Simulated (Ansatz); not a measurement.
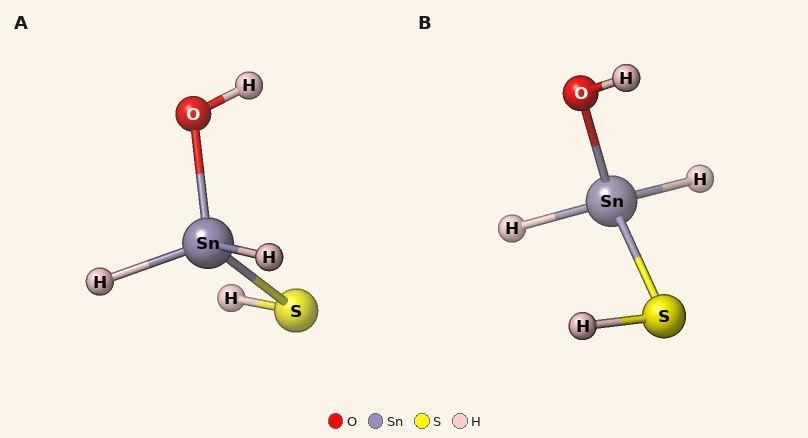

Depth is shown by fading: the farther an atom, the more it takes the colour of the background. The geometry was computed by an optimisation with PBE0-D4/def2-TZVP.

How are A and B related: the same structure turned, mirror images, conformers, diastereomers or constitutional isomers?

Answer. They are mirror images that no rotation superimposes: the geometry of H4OSSn is chiral (C1). Their energies are equal.
